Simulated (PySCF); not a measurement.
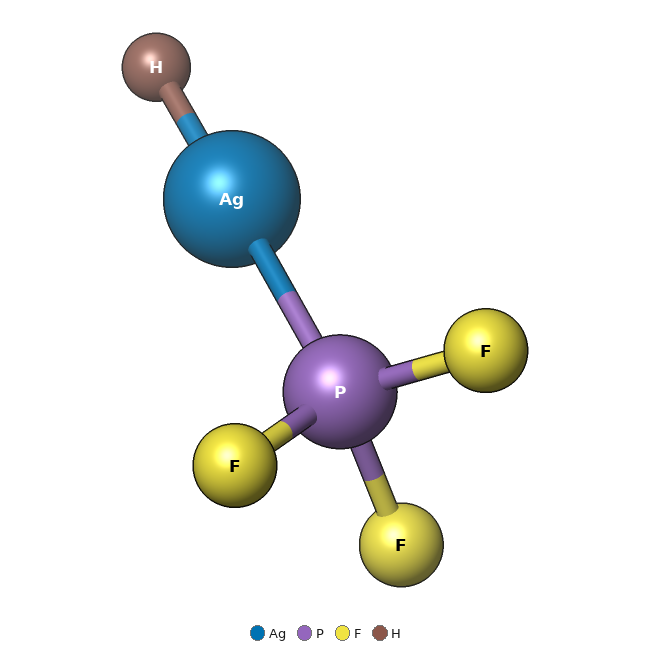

The species is neutral and a spin singlet. The geometry was computed by an optimisation with PBE0-D3(BJ)/def2-SVP. No frequency run is at hand to confirm it as a minimum. Properties computed with CAM-B3LYP/def2-SVPD, gas phase, core potentials on Ag (PySCF 2.14.0). Excitations: vertical, linear response.

Computed properties:

The species is AgF3HP (`F[P](F)(F)->[AgH]`).
- dipole moment: 3.25 D
- HOMO energy (Kohn–Sham orbital): −8.24 eV
- LUMO energy (Kohn–Sham orbital): −0.91 eV
- HOMO–LUMO gap: 7.33 eV
- mean static polarisability: 59.0 bohr³
- lowest vertical singlet excitation: 4.35 eV
- its oscillator strength: 0.067
- brightest of the 10 lowest singlets: 6.33 eV
- its oscillator strength: 0.11
